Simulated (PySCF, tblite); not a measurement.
**C₅H₈N₂O₂Si: geometry, infrared bands and NMR shifts**

Aim: predict the infrared bands and NMR shifts of C₅H₈N₂O₂Si (`CO[Si@H](C=O)/N=C(/C)C#N`).

The runs use tblite 0.8.0 and PySCF 2.14.0, with density-fitted response routines of our own; the level of theory stands in each step. All values are computed, except where a source is named. Atoms count from 0, in the outputs and in this text.

### 1 Starting geometry

18 atoms, charge 0, multiplicity 1; geometry from: force field or distance geometry start.

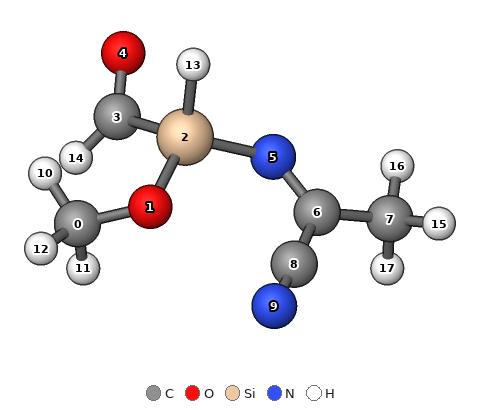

The starting geometry (carbon grey, oxygen red, silicon light orange, nitrogen blue, hydrogen white), atoms numbered.

### 2 Optimising the geometry with GFN2-xTB

Job settings and geometry (Å):

```
{"job": {"kind": "relax", "xc": "GFN2-xTB", "basis": "xTB"}, "charge": 0, "multiplicity": 1}
C     -2.524600    -0.707300    -0.720500
O     -1.407100    -1.008500     0.026100
Si    -0.659000     0.438500     0.488500
C     -1.495700     1.898400    -0.345400
O     -1.353300     2.963200     0.232300
N      1.053500     0.571700     0.078100
C      1.802700    -0.374900    -0.336500
C      3.233300    -0.059500    -0.613200
C      1.226200    -1.672900    -0.492600
N      0.739000    -2.708500    -0.632800
H     -3.051200     0.212300    -0.385500
H     -2.179600    -0.639300    -1.777600
H     -3.310400    -1.500600    -0.702100
H     -0.789900     0.687200     1.935600
H     -2.066000     1.783200    -1.251600
H      3.902500    -0.768400    -0.070500
H      3.445900     0.975200    -0.250800
H      3.425100    -0.083700    -1.722600
```

Command:

```bash
$ OMP_NUM_THREADS=1 python probes_run.py task.json out
```

This one command runs all jobs of the session in turn.

The log of the run:

```text
step      E/eV     max force
  0    -827.54558    2.260
  1    -827.75779    2.820
  2    -827.78906    3.877
  3    -827.90869    1.456
  4    -827.95333    1.086
  5    -827.99772    0.663
  6    -828.08298    0.645
  7    -828.11897    0.734
  8    -828.18531    0.563
  9    -828.22369    0.507
 10    -828.26109    0.498
 11    -828.28909    0.435
 12    -828.31333    0.418
 13    -828.33048    0.273
 14    -828.33934    0.208
 15    -828.34295    0.163
 16    -828.34627    0.154
 17    -828.34960    0.175
 18    -828.35284    0.148
 19    -828.35605    0.147
 20    -828.35965    0.185
 21    -828.36349    0.199
 22    -828.36703    0.169
 23    -828.37003    0.134
 24    -828.37269    0.122
 25    -828.37533    0.136
 26    -828.37809    0.123
 27    -828.38075    0.151
 28    -828.38313    0.144
 29    -828.38510    0.114
 30    -828.38652    0.096
 31    -828.38762    0.130
 32    -828.38870    0.179
 33    -828.38995    0.098
 34    -828.39173    0.122
 35    -828.39366    0.106
 36    -828.39569    0.107
 37    -828.39768    0.087
 38    -828.39920    0.076
 39    -828.40027    0.076
 40    -828.40141    0.072
 41    -828.40308    0.093
 42    -828.40533    0.118
 43    -828.40780    0.130
 44    -828.41027    0.118
 45    -828.41260    0.106
 46    -828.41520    0.130
 47    -828.41586    0.247
 48    -828.42156    0.194
 49    -828.42540    0.184
 50    -828.43203    0.258
 51    -828.43396    0.136
 52    -828.43535    0.101
 53    -828.43684    0.094
 54    -828.43764    0.097
 55    -828.43994    0.098
 56    -828.44143    0.083
 57    -828.44257    0.072
 58    -828.44331    0.066
 59    -828.44409    0.065
 60    -828.44484    0.062
 61    -828.44550    0.067
 62    -828.44609    0.057
 63    -828.44666    0.058
 64    -828.44724    0.057
 65    -828.44768    0.069
 66    -828.44804    0.065
 67    -828.44837    0.043
 68    -828.44871    0.044
 69    -828.44904    0.059
 70    -828.44939    0.066
 71    -828.44975    0.055
 72    -828.45010    0.048
 73    -828.45040    0.041
 74    -828.45068    0.053
 75    -828.45103    0.063
 76    -828.45154    0.075
 77    -828.45224    0.079
 78    -828.45294    0.061
 79    -828.45355    0.058
 80    -828.45412    0.065
 81    -828.45490    0.086
 82    -828.45575    0.116
 83    -828.45654    0.080
 84    -828.45709    0.088
 85    -828.45759    0.068
 86    -828.45804    0.062
 87    -828.45855    0.093
 88    -828.45888    0.050
 89    -828.45919    0.057
 90    -828.45951    0.056
 91    -828.45984    0.041
 92    -828.46007    0.038
 93    -828.46025    0.044
 94    -828.46039    0.031
 95    -828.46052    0.024
 96    -828.46068    0.032
 97    -828.46087    0.033
 98    -828.46113    0.042
 99    -828.46142    0.038
100    -828.46171    0.038
101    -828.46206    0.062
102    -828.46250    0.085
103    -828.46303    0.119
104    -828.46356    0.104
105    -828.46398    0.080
106    -828.46427    0.043
107    -828.46449    0.036
108    -828.46468    0.031
109    -828.46485    0.045
110    -828.46504    0.033
111    -828.46529    0.043
112    -828.46574    0.068
113    -828.46622    0.096
114    -828.46711    0.115
115    -828.46864    0.153
116    -828.46794    0.648
117    -828.47131    0.263
118    -828.47293    0.514
119    -828.47448    0.233
120    -828.47495    0.130
121    -828.47565    0.119
122    -828.47613    0.123
123    -828.47658    0.116
124    -828.47711    0.253
125    -828.47818    0.080
126    -828.47884    0.075
127    -828.48024    0.109
128    -828.48131    0.225
129    -828.48221    0.359
130    -828.48446    0.159
131    -828.48661    0.134
132    -828.48863    0.166
133    -828.48954    0.094
134    -828.49085    0.159
135    -828.49223    0.152
136    -828.49296    0.099
137    -828.49304    0.381
138    -828.49428    0.063
139    -828.49471    0.058
140    -828.49516    0.057
141    -828.49542    0.054
142    -828.49577    0.086
143    -828.49614    0.088
144    -828.49667    0.060
145    -828.49791    0.080
146    -828.49855    0.220
147    -828.49977    0.083
148    -828.50064    0.075
149    -828.50166    0.063
150    -828.50234    0.073
151    -828.50331    0.120
152    -828.50414    0.122
153    -828.50488    0.171
154    -828.50565    0.117
155    -828.50672    0.092
156    -828.50855    0.158
157    -828.51000    0.111
158    -828.51179    0.138
159    -828.51392    0.104
160    -828.51558    0.081
161    -828.51687    0.114
162    -828.51823    0.111
163    -828.51982    0.131
164    -828.52124    0.095
165    -828.52241    0.115
166    -828.52411    0.158
167    -828.52580    0.184
168    -828.52707    0.135
169    -828.52826    0.237
170    -828.53021    0.125
171    -828.53282    0.113
172    -828.53548    0.163
173    -828.53629    0.092
174    -828.53717    0.158
175    -828.53828    0.152
176    -828.53919    0.060
177    -828.54017    0.120
178    -828.54060    0.045
179    -828.54086    0.200
180    -828.54116    0.037
181    -828.54134    0.030
182    -828.54152    0.036
183    -828.54164    0.024
184    -828.54173    0.022
185    -828.54185    0.028
186    -828.54192    0.026
187    -828.54202    0.047
188    -828.54215    0.026
189    -828.54231    0.042
190    -828.54247    0.029
191    -828.54256    0.037
192    -828.54261    0.030
193    -828.54268    0.027
194    -828.54275    0.017
195    -828.54282    0.019
196    -828.54288    0.027
197    -828.54292    0.032
198    -828.54297    0.035
199    -828.54302    0.036
200    -828.54307    0.035
201    -828.54314    0.030
202    -828.54322    0.024
203    -828.54334    0.022
204    -828.54351    0.032
205    -828.54379    0.052
206    -828.54423    0.060
207    -828.54478    0.059
208    -828.54532    0.045
209    -828.54568    0.031
210    -828.54579    0.067
211    -828.54590    0.027
212    -828.54599    0.017
213    -828.54603    0.021
214    -828.54606    0.018
215    -828.54607    0.008
```

Run time: 6 s. Hardware: 1 thread of Intel Xeon at 2.50GHz, shared host.

The steps of the relaxation: (not every step is listed)

```csv
step,energy from step 0 (eV),largest force (eV/Å)
0,0.0000,2.2597
1,-0.2122,2.8199
2,-0.2435,3.8772
3,-0.3631,1.4555
4,-0.4078,1.0858
5,-0.4521,0.6627
6,-0.5374,0.6453
7,-0.5734,0.7344
8,-0.6397,0.5633
28,-0.8376,0.1440
48,-0.8760,0.1942
68,-0.9031,0.0437
88,-0.9133,0.0497
108,-0.9191,0.0308
128,-0.9357,0.2249
148,-0.9551,0.0748
168,-0.9815,0.1353
188,-0.9966,0.0258
208,-0.9997,0.0451
210,-1.0002,0.0666
211,-1.0003,0.0270
212,-1.0004,0.0170
213,-1.0005,0.0211
214,-1.0005,0.0184
215,-1.0005,0.0075
```

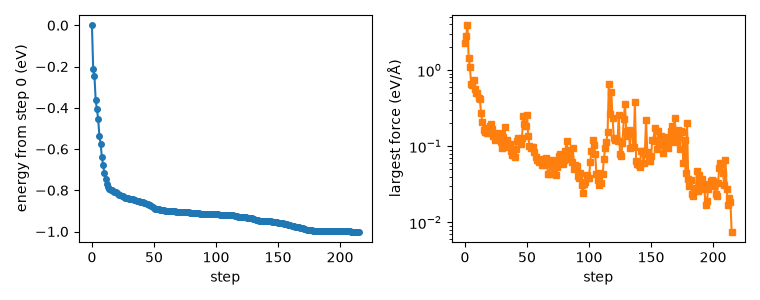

Energy and force, step by step.

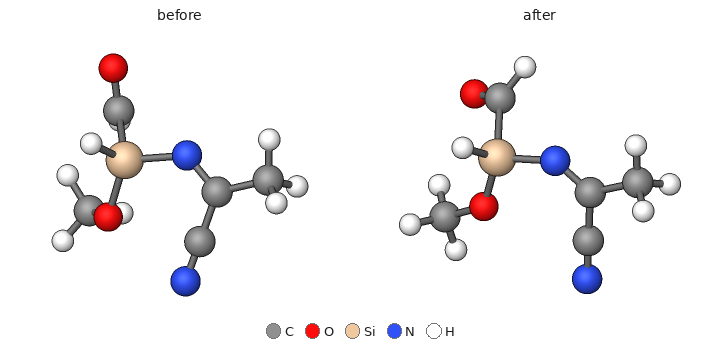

Before and after, at one scale.

Close pairs (by a distance rule), those that changed most:

```csv
bond,before (Å),after (Å),change (Å)
O1–Si2,1.693,1.613,-0.080
Si2–N5,1.766,1.708,-0.058
Si2–C3,1.878,1.925,+0.047
C7–H17,1.126,1.090,-0.036
C3–H14,1.077,1.109,+0.032
C7–H16,1.117,1.086,-0.031
C0–O1,1.377,1.405,+0.028
C7–H15,1.116,1.090,-0.026
```

The next job starts from the end point, and lists it.

### 3 Harmonic vibrations with GFN2-xTB

Job settings and geometry (Å):

```
{"job": {"kind": "ir", "xc": "GFN2-xTB", "basis": "xTB"}, "charge": 0, "multiplicity": 1}
C     -2.862227    -0.885996    -0.492545
O     -1.489233    -0.676644    -0.280193
Si    -0.670126     0.521331     0.424055
C     -1.173419     2.228357    -0.308951
O     -2.282193     2.434994    -0.734674
N      1.013693     0.422780     0.154493
C      1.793142    -0.370304    -0.441223
C      3.269783    -0.134428    -0.486178
C      1.356375    -1.556747    -1.116063
N      1.018711    -2.509884    -1.655550
H     -3.343614     0.025407    -0.848245
H     -2.959667    -1.670648    -1.242916
H     -3.340497    -1.207612     0.434794
H     -0.814541     0.589398     1.875262
H     -0.428853     3.050007    -0.317089
H      3.792986    -0.978867    -0.037968
H      3.510225     0.777164     0.053190
H      3.600697    -0.051990    -1.521376
```

The log of the run:

```text
mode    cm-1     km/mol
  1      29.2      2.84
  2      51.5      0.98
  3      54.4      3.93
  4      79.4     10.15
  5      94.2      5.73
  6     106.7      0.35
  7     119.0      1.55
  8     123.4      3.97
  9     151.4      4.62
 10     219.4      2.30
 11     234.9      0.73
 12     252.3     10.36
 13     279.2     41.82
 14     344.0     32.48
 15     431.0     16.76
 16     575.8      5.16
 17     602.0     56.71
 18     609.9     15.89
 19     635.8     64.00
 20     678.8     42.68
 21     703.3     89.38
 22     775.1     48.54
 23     791.7    123.17
 24     891.8     65.69
 25     991.1      7.79
 26    1054.3     11.60
 27    1127.2      2.61
 28    1135.9     58.52
 29    1158.5    210.44
 30    1188.9     74.53
 31    1352.1     50.37
 32    1371.0     22.91
 33    1409.6      4.47
 34    1445.0     19.56
 35    1446.3     12.34
 36    1471.6      6.69
 37    1473.9      4.10
 38    1690.5     47.51
 39    1748.3    362.67
 40    2278.6    235.21
 41    2360.3    103.28
 42    2721.0    161.31
 43    2967.3     34.61
 44    2990.5     15.47
 45    3000.1     16.13
 46    3006.2      5.04
 47    3018.3      3.15
 48    3063.3      8.37
```

Run time: 2.7 s. Hardware: 1 thread of Intel Xeon at 2.50GHz, shared host.

Which atoms move in the most intense modes:

```
cm⁻¹  km/mol                        atoms
 703    89.4  H13 27 %, Si2 20 %, N5 13 %
 792   123.2   Si2 34 %, C0 15 %, O1 13 %
1158   210.4             O1 51 %, C0 26 %
1189    74.5   C6 64 %, H16 15 %, C7 13 %
1748   362.7             C3 55 %, O4 38 %
2279   235.2                     H13 97 %
2360   103.3             C8 59 %, N9 40 %
2721   161.3                     H14 94 %
```

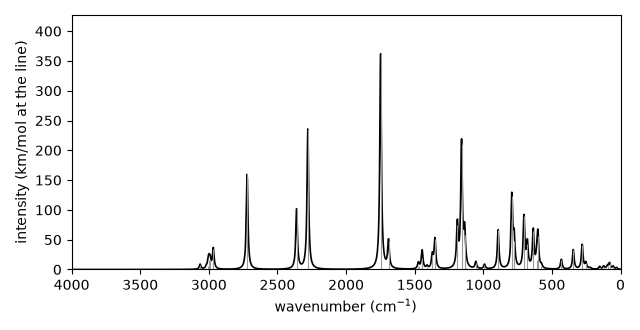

The infrared spectrum from these modes, unscaled. Lines are broadened to a width of 14 cm⁻¹ (Lorentzian).

### 4 Nuclear shieldings: PBE0/pcSseg-1

Settings changed since step 3:

```diff
@@ -1,2 +1,2 @@
-{"job": {"kind": "ir", "xc": "GFN2-xTB", "basis": "xTB"}, "charge": 0, "multiplicity": 1}
+{"job": {"kind": "nmr", "xc": "PBE0", "basis": "pcSseg-1"}, "charge": 0, "multiplicity": 1}
 C     -2.862227    -0.885996    -0.492545
```

Method: GIAO PBE0/pcSseg-1 NMR shielding, non-relativistic, gas phase.

The log of the run:

```text
coarse grid: 16312 points
cycle   1  E = -743.7742408988  dE =  1.536e+00  |g| = 1.064e+00  |ddm| = 3.990e+00
cycle   2  E = -743.0101740866  dE =  7.641e-01  |g| = 2.217e+00  |ddm| = 2.377e+00
cycle   3  E = -743.9848558589  dE = -9.747e-01  |g| = 2.667e-01  |ddm| = 1.764e+00
cycle   4  E = -743.9956105542  dE = -1.075e-02  |g| = 1.516e-01  |ddm| = 2.962e-01
cycle   5  E = -743.9998302720  dE = -4.220e-03  |g| = 4.846e-02  |ddm| = 1.332e-01
cycle   6  E = -744.0003048067  dE = -4.745e-04  |g| = 1.560e-02  |ddm| = 4.196e-02
cycle   7  E = -744.0003482992  dE = -4.349e-05  |g| = 5.893e-03  |ddm| = 1.305e-02
cycle   8  E = -744.0003547111  dE = -6.412e-06  |g| = 2.036e-03  |ddm| = 4.809e-03
final grid: 155344 points
cycle   9  E = -744.0771375553  dE = -1.820e-05  |g| = 1.342e-02  |ddm| = 2.540e-02
cycle  10  E = -744.0770642687  dE =  7.329e-05  |g| = 2.386e-02  |ddm| = 2.096e-02
cycle  11  E = -744.0771702792  dE = -1.060e-04  |g| = 3.539e-03  |ddm| = 1.454e-02
cycle  12  E = -744.0771727699  dE = -2.491e-06  |g| = 6.818e-04  |ddm| = 2.450e-03
cycle  13  E = -744.0771728536  dE = -8.372e-08  |g| = 2.452e-04  |ddm| = 6.313e-04
cycle  14  E = -744.0771728649  dE = -1.123e-08  |g| = 1.142e-04  |ddm| = 2.421e-04
cycle  15  E = -744.0771728674  dE = -2.494e-09  |g| = 3.137e-05  |ddm| = 9.226e-05
cycle  16  E = -744.0771728676  dE = -1.828e-10  |g| = 9.913e-06  |ddm| = 3.311e-05
converged SCF energy = -744.0771728676

GIAO shielding tensors (ppm)
atom      isotropic    diamagn.    paramagn.     s11        s22        s33       span
  0 C      133.214     242.027    -108.813    106.048    107.664    185.930     79.882
  1 O      325.238     405.234     -79.996    289.801    332.325    353.588     63.787
  2 Si     421.654     885.644    -463.991    368.516    425.435    471.009    102.493
  3 C      -62.728     257.879    -320.607   -183.199    -91.381     86.397    269.596
  4 O     -603.583     398.262   -1001.845  -1661.156   -552.614    403.022   2064.177
  5 N     -143.699     336.148    -479.848   -471.217   -177.241    217.360    688.577
  6 C       25.631     252.735    -227.104    -78.258     26.626    128.525    206.783
  7 C      150.577     248.002     -97.425    129.775    132.131    189.825     60.051
  8 C       69.463     264.176    -194.713    -53.253    -31.905    293.548    346.801
  9 N      -47.785     342.127    -389.912   -200.067   -174.509    231.221    431.288
 10 H       27.008      29.262      -2.254     21.522     25.752     33.751     12.229
 11 H       27.648      29.273      -1.625     23.287     25.916     33.742     10.455
 12 H       27.760      28.704      -0.944     23.702     25.543     34.035     10.332
 13 H       26.578      32.053      -5.475     23.341     25.479     30.914      7.572
 14 H       19.548      29.726     -10.178     14.243     20.484     23.916      9.672
 15 H       29.063      26.238       2.825     26.337     28.088     32.766      6.429
 16 H       29.210      28.191       1.019     25.905     27.689     34.036      8.131
 17 H       29.065      26.362       2.703     26.320     28.060     32.815      6.494
```

It took 2.3 min on 1 thread of Intel Xeon at 2.50GHz, shared host; peak memory 0.99 GiB.

Shifts follow as δ = σ(reference) − σ, with reference shieldings (ppm) from runs at the same level and on the same kind of geometry: 1H TMS 31.72, 13C TMS 186.9, 29Si TMS 349.2, 15N NH3 267.7, 17O H2O 336.1. The references are single molecules in the gas phase, so shifts against H2O, NH3, PH3, H3PO4 or CFCl3 are not on the usual liquid scales and can be off by tens of ppm. Atoms listed in one row are averaged.

```
        atoms                              environment  σ (ppm)  δ (ppm)  δ scaled to CDCl3
           C3                          carbonyl carbon    -62.7    249.7              241.7
           C6                               C=N carbon     25.6    161.3              155.5
           C8                           nitrile carbon     69.5    117.5              112.7
           C0                methyl carbon bonded to O    133.2     53.7               50.5
           C7                            methyl carbon    150.6     36.3               33.6
          H14            hydrogen on a carbonyl carbon    19.55    12.17              11.58
          H13  hydrogen on a silicon bonded to C, N, O    26.58     5.14                  –
H10, H11, H12  hydrogen on a methyl carbon bonded to O    27.47     4.24               4.11
H15, H16, H17              hydrogen on a methyl carbon    29.11     2.60               2.56
           O4                          carbonyl oxygen   -603.6    939.7                  –
           O1                   oxygen bonded to C, Si    325.2     10.8                  –
          Si2             silicon bonded to C, N, O, H    421.7    -72.5                  –
           N5                           imine nitrogen   -143.7    411.4                  –
           N9                         nitrile nitrogen    -47.8    315.5                  –
```

The scaled column applies a straight-line fit of computed shieldings to shifts measured in CDCl3 (root-mean-square error 0.16 ppm for H, 1.9 ppm for C).

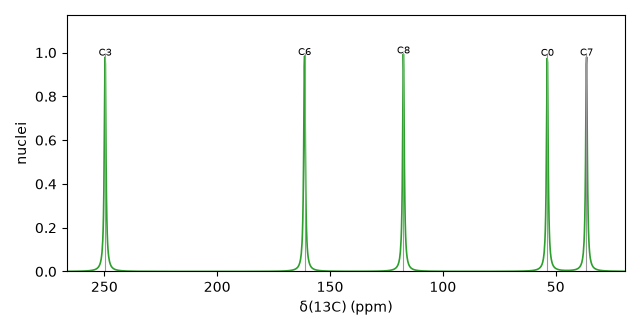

13C lines at the computed shifts, without couplings. Lines are broadened to a width of 0.85 ppm (Lorentzian).

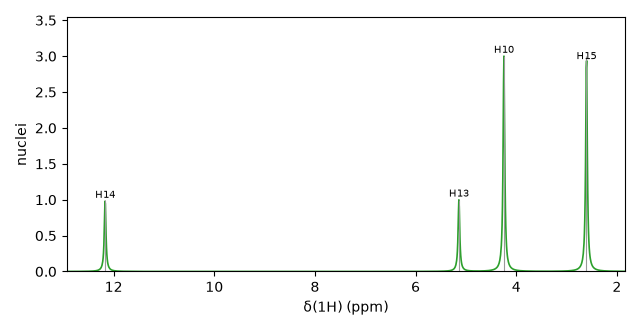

1H lines at the computed shifts, without couplings. Lines are broadened to a width of 0.04 ppm (Lorentzian).

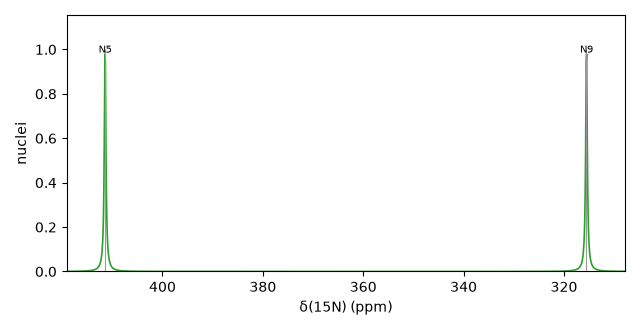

15N lines at the computed shifts, without couplings. Lines are broadened to a width of 0.38 ppm (Lorentzian).

Charges from the same density, by scheme (e):

```csv
atoms,Mulliken,IAO,Hirshfeld,ESP fit
C0,-0.01,-0.20,-0.03,-0.29
O1,-0.64,-0.64,-0.22,-0.24
Si2,1.01,1.20,0.43,0.66
C3,-0.03,-0.02,0.05,0.29
O4,-0.34,-0.36,-0.20,-0.40
N5,-0.56,-0.54,-0.22,-0.74
C6,0.09,0.19,0.13,0.69
C7,-0.18,-0.44,-0.11,-0.54
C8,0.11,0.10,0.08,0.17
N9,-0.21,-0.20,-0.18,-0.38
```

ESP fit charges:

C0 -0.29; O1 -0.24; Si2 0.66; C3 0.29; O4 -0.40; N5 -0.74; C6 0.69; C7 -0.54; C8 0.17; N9 -0.38; H10 0.14; H11 0.14; H12 0.12; H13 -0.11; H14 0.02; H15 0.16; H16 0.16; H17 0.15

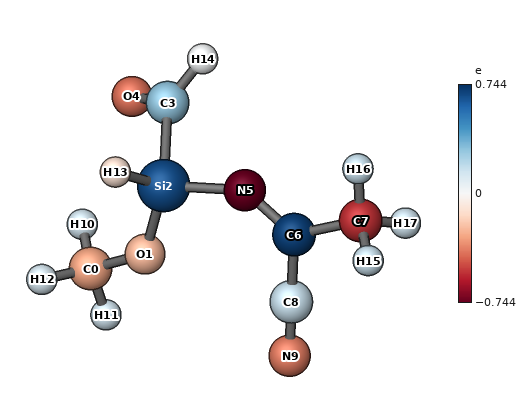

ESP fit charges, as colours on the atoms.

Mayer bond orders: C0–O1 0.86, O1–Si2 1.03, Si2–C3 0.80, C3–O4 1.95, Si2–N5 0.99, N5–C6 1.87, C6–C7 1.00, C6–C8 0.97, C8–N9 2.99.

### 5 What came out

```
                                                              quantity                                value
                             strongest single infrared mode (GFN2-xTB)                1748 cm⁻¹, 363 km/mol
                                          zero-point energy (GFN2-xTB)                        77.6 kcal/mol
                                13C shifts against TMS (PBE0/pcSseg-1)  249.7, 161.3, 117.5, 53.7, 36.3 ppm
1H shifts against TMS (PBE0/pcSseg-1, means over atoms taken as alike)          12.17, 5.14, 4.24, 2.60 ppm
                                17O shifts against H2O (PBE0/pcSseg-1)                      939.7, 10.8 ppm
                               29Si shifts against TMS (PBE0/pcSseg-1)                            -72.5 ppm
                                15N shifts against NH3 (PBE0/pcSseg-1)                     411.4, 315.5 ppm
```

In words: Relaxing lowered the energy by 1.000 eV in 215 steps; the close pair that moved most is O1–Si2, from 1.693 to 1.613 Å. All 48 modes are real, so the xTB geometry is a minimum. The strongest single mode, at 1748 cm⁻¹, moves mainly C3 and O4. GFN2-xTB is a fitted tight-binding method: band positions and strengths are rough. Its intensities can rank the bands wrongly. At PBE0/pcSseg-1: Shielding is most anisotropic at O4 (span 2064 ppm, paramagnetic term -1002 ppm).
